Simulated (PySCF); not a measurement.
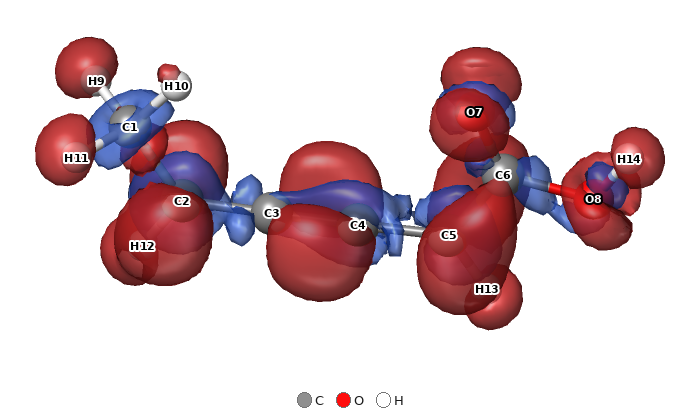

Figure 1: C6H6O2, SMILES `CC=C=C=CC(=O)O`. Fukui function f⁺ = ρ(N+1) − ρ(N) at fixed geometry, surfaces at ±0.02 e/Å³ (red positive, blue negative).

Level of theory: B3LYP/cc-pVDZ (PySCF), at a geometry from GFN2-xTB. No frequency check shows the geometry to be a minimum.

Input

```python
import numpy as np
from pyscf import gto, scf, dft
from pyscf.scf import atom_ks, atom_hf
from scipy.linalg import block_diag

def solve(mol, dm0=None, hcore=None):
    mf = (dft.UKS if mol.spin else dft.RKS)(mol, xc='b3lyp')
    mf.grids.level = 3
    mf = mf.density_fit(auxbasis='def2-universal-jkfit')
    mf.conv_tol, mf.max_cycle = 1e-8, 80
    if hcore is not None:
        mf.get_hcore = lambda *args: hcore
    mf.kernel(dm0)
    if not mf.converged:
        mf = mf.newton().run(mf.mo_coeff, mf.mo_occ, max_cycle=30)
    assert mf.converged, 'SCF not converged'
    return mf

mol = gto.M(atom='''
C      3.45629     0.85422    -0.00181
C      2.80193    -0.48262    -0.00021
C      1.49826    -0.65434    -0.00073
C      0.25383    -0.80422    -0.00029
C     -1.06019    -0.93376     0.00088
C     -1.95173     0.22466     0.00026
O     -1.62759     1.38752     0.00064
O     -3.24683    -0.15720    -0.00073
H      4.09168     0.95632     0.88607
H      2.71669     1.65012    -0.00487
H      4.09556     0.95271    -0.87212
H      3.45565    -1.34695     0.00162
H     -1.53598    -1.90347     0.00247
H     -3.81847     0.62496    -0.00101
''', basis='cc-pvdz', charge=0, spin=0, verbose=4)
mf = solve(mol)
out = dict(e0=mf.e_tot, dm0=mf.make_rdm1(), c=mf.mo_coeff, occ=mf.mo_occ, eps=mf.mo_energy)
for name, dq, spin in [('cation', 1, 1), ('anion', -1, 1)]:
    ion = mol.copy().set(charge=mol.charge + dq, spin=spin).build()
    mi = solve(ion)
    if spin and dq > 0 and mol.nao < 130:
        c, _, stable, _ = mi.stability(return_status=True)
        if not stable:
            mi = solve(ion, mi.make_rdm1(c, mi.mo_occ))
    print(name, 'vertical energy change / eV', (mi.e_tot - mf.e_tot) * 27.211386)
    out.update({'e_' + name: mi.e_tot, 'dm_' + name: mi.make_rdm1(), 's2_' + name: mi.spin_square()[0], 'eps_' + name: mi.mo_energy, 'occ_' + name: mi.mo_occ})
# spherically averaged free atoms, for the promolecule
atm = atom_ks.get_atm_nrks(mol, xc='b3lyp')
pro = block_diag(*[(atm[a[0]][2] * atm[a[0]][3]) @ atm[a[0]][2].T for a in mol._atom])
np.savez('result.npz', pro=pro, **out)
```

Command:

```sh
OMP_NUM_THREADS=1 python input.py
```

The run took 3.5 min on 1 thread of AMD EPYC (Zen 3), on a shared host, peak memory 0.72 GiB.

Partitions, critical points and surface values were worked out afterwards from this run's density.

Question: On which atoms does the density change most on addition of an electron?

Answer: f⁺ (Hirshfeld-condensed) is largest on C2 (0.15), C5 (0.12) and C4 (0.11); the vertical electron affinity is 0.21 eV (the stability of the anion's solution wasn't checked; the anion's highest orbital has positive energy, so this value and f⁺ depend on the basis). Condensed values hint at sites of nucleophilic attack but needn't mark the atom that reacts. Shares this close don't rank the sites. Orbital relaxation makes it negative in places (0.21 e in all).

```tsv
atom	f⁺	charge
C1	+0.03	−0.09
C2	+0.15	+0.01
C3	+0.09	−0.03
C4	+0.11	−0.01
C5	+0.12	−0.06
C6	+0.07	+0.19
O7	+0.09	−0.28
O8	+0.05	−0.17
H9	+0.05	+0.05
H10	+0.02	+0.05
H11	+0.04	+0.05
H12	+0.06	+0.06
H13	+0.06	+0.05
H14	+0.04	+0.18
```
